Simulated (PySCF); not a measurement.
**C₄H₄S, charge −1, doublet, SMILES `C=C/C=[C]\[S-]`: what the electrons do**

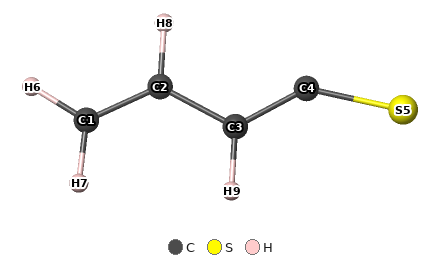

The molecule, with its atoms numbered as below. No frequency check shows the geometry to be a minimum.

Cartesian coordinates (Å):

```
C1       2.9623    0.1694    0.0000
C2       1.7433   -0.3926    0.0000
C3       0.5012    0.3055    0.0000
C4      -0.6774   -0.3337    0.0000
S5      -2.2738    0.0475    0.0000
H6       3.8689   -0.4181    0.0000
H7       3.0910    1.2417    0.0000
H8       1.6737   -1.4776    0.0000
H9       0.5698    1.4027    0.0000
```

### 1. Bonding charge

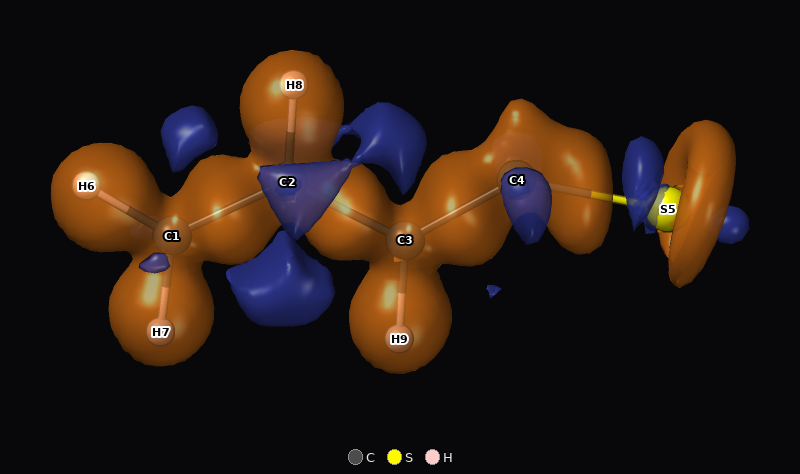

Deformation density (molecule less spherical, spin-averaged free atoms at the same positions), surfaces at ±0.06 e/Å³; orange: gain, blue: loss.

Method: BP86/6-31+G*; geometry: GFN2-xTB; program: PySCF. The highest occupied Kohn–Sham orbital has positive energy, a self-interaction fault of such functionals for anions. The stability of the open-shell solution wasn't checked. GFN2-xTB doesn't know the spin state, so this open-shell geometry is rough.

> How much density has each bond gained at its critical point, relative to the free atoms?

C1–C2: +0.65 e/Å³ at the bond critical point (bond length 1.34 Å). C2–H8: +0.64 e/Å³ at the bond critical point (bond length 1.09 Å). C3–C4: +0.62 e/Å³ at the bond critical point (bond length 1.34 Å). C1–H7: +0.60 e/Å³ at the bond critical point (bond length 1.08 Å). C1–H6: +0.60 e/Å³ at the bond critical point (bond length 1.08 Å). C3–H9: +0.56 e/Å³ at the bond critical point (bond length 1.10 Å). C2–C3: +0.54 e/Å³ at the bond critical point (bond length 1.43 Å). C4–S5: +0.13 e/Å³ at the bond critical point (bond length 1.64 Å). In all, 2.3 electrons gather in the regions of gain relative to the promolecule of neutral atoms (this includes the anion's extra charge). A small or negative value marks a very polar bond, one between electron-rich atoms, whose free-atom densities already overlap strongly, a long bond to a heavier atom, or a closed-shell contact such as a hydrogen bond.

### 2. Electrostatic potential

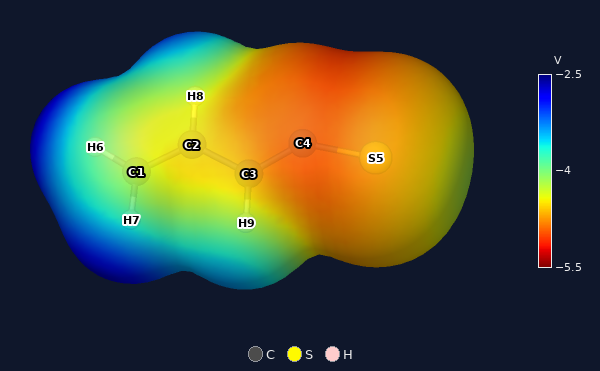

Electrostatic potential on the surface of electron density 0.001 a.u.

> Where are the extremes of the potential on the surface?

Highest: −2.56 V, 1.4 Å from H6. Further maxima include −3.02 V, 1.4 Å from H8; −4.17 V, 2.1 Å from S5. Lowest: −5.05 V, off the C4–S5 bond (2.3 to 2.4 Å from its atoms). The surface is sampled at points, so like sites can differ by a few per cent and only the strongest of them is named.

### 3. Spin density

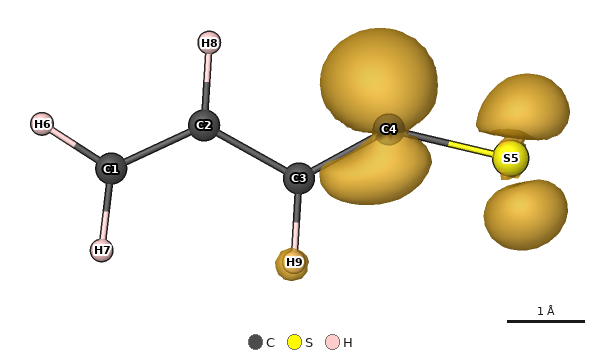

Spin density ρα − ρβ at ±0.05 e/Å³ (yellow: excess α, teal: excess β).

> How is the spin shared among the atoms?

Hirshfeld spin populations: C4 +0.52, S5 +0.36, C3 +0.05 and H9 +0.04. ⟨S²⟩ = 0.76, as for a pure state.

### 4. In an electric field

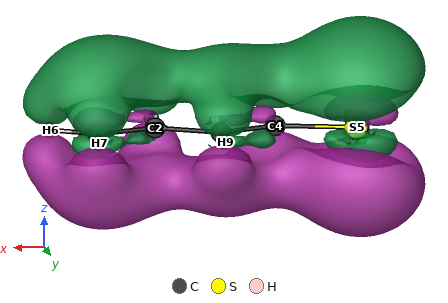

Change of the electron density in a uniform field of 0.15 V/Å, surfaces at ±0.0006 e/Å³ (green: gain, purple: loss).

PySCF calculation, TPSSh/def2-SVPD, gas phase; geometry: GFN2-xTB. For an anion such functionals hold the outermost electrons too loosely, so the response is rough. The stability of the open-shell solution wasn't checked. GFN2-xTB doesn't know the spin state, so this open-shell geometry is rough.

The field was applied in both directions; the picture shows the one opposite to the script's first.

> Along which Cartesian direction does the field point?

Along −z: electrons gather on the +z side, against the field.

> What dipole is induced, and what polarisability does it imply?

The induced dipole is 0.47 D (along the field); α along this axis, from the fields in both directions, is 61 bohr³ (9.1 Å³).

### 5. Removing or adding an electron

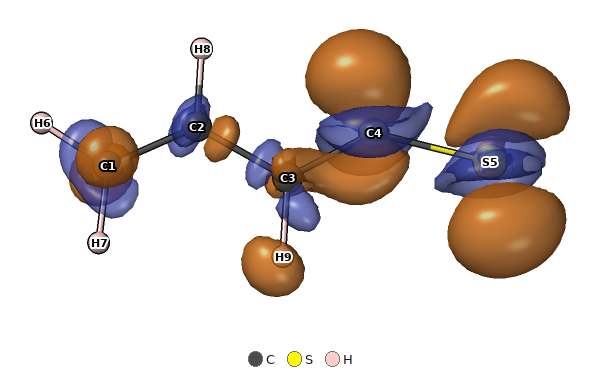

Fukui function f⁻ = ρ(N) − ρ(N−1) at fixed geometry, surfaces at ±0.03 e/Å³ (orange positive, blue negative).

Method: PBE0/def2-SVPD; geometry: GFN2-xTB; program: PySCF. GFN2-xTB doesn't know the spin state, so this open-shell geometry is rough.

> On which atoms does the density change most on removal of an electron?

f⁻ (Hirshfeld-condensed) is largest on S5 (0.45); the vertical detachment energy is 2.00 eV (to the singlet neutral species, which needn't be its lowest state). Condensed values hint at sites of electrophilic attack but needn't mark the atom that reacts. Orbital relaxation makes it negative in places (0.26 e in all).

| atom | f⁻ | charge |
| --- | --- | --- |
| C1 | +0.09 | −0.20 |
| C2 | +0.02 | −0.07 |
| C3 | +0.08 | −0.14 |
| C4 | +0.17 | −0.14 |
| S5 | +0.45 | −0.47 |
| H6 | +0.05 | −0.01 |
| H7 | +0.04 | 0.00 |
| H8 | +0.03 | +0.02 |
| H9 | +0.07 | +0.01 |

The PySCF runs shown took 24 s, 3.1 min and 59 s on 1 thread of Arm Neoverse V1, on a shared host.
